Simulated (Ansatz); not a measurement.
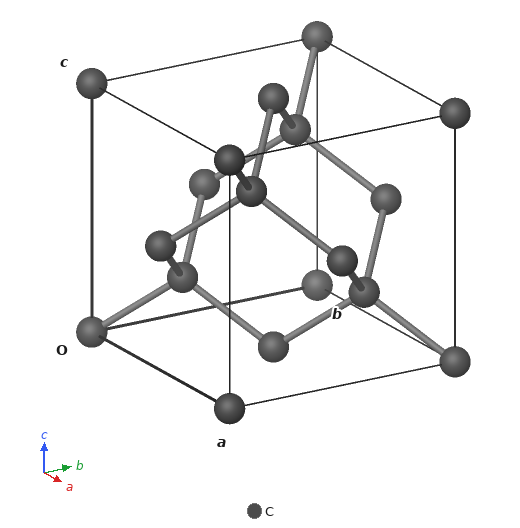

Crystal: C, the end point of a relaxation with DFT, PBE, plane waves (420 eV) with PAW, scalar-relativistic (Ansatz). One unit cell is drawn above. Geometry calculated from the standardised cell; symmetry tolerance 0.002 Å.

```xyz
8
Lattice="3.5716 0.0000 0.0000 0.0000 3.5716 0.0000 0.0000 0.0000 3.5716" Properties=species:S:1:pos:R:3 pbc="T T T"
C     1.7858    0.0000    1.7858
C     0.8929    0.8929    0.8929
C     1.7858    1.7858    0.0000
C     0.8929    2.6787    2.6787
C     0.0000    0.0000    0.0000
C     2.6787    0.8929    2.6787
C     0.0000    1.7858    1.7858
C     2.6787    2.6787    0.8929
```

Question: What is its point group?

Answer: m-3m (Oh), order 48, cubic system: three fourfold axes, four threefold axes, six twofold axes, nine mirror planes, an inversion centre.

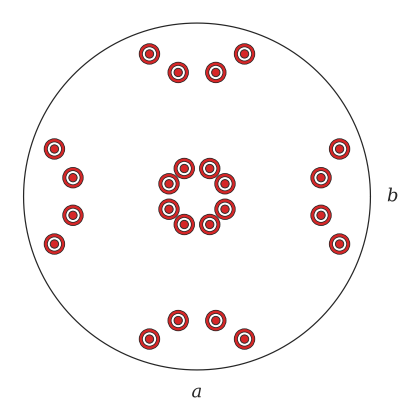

Stereographic projection: filled dots lie in the upper hemisphere, open rings in the lower. The poles are one general form. The c axis points at the viewer.

Question: What does this class allow?

Answer: Class m-3m is centrosymmetric, so neither piezoelectric nor pyroelectric; it is not chiral. Its Laue class is m-3m.
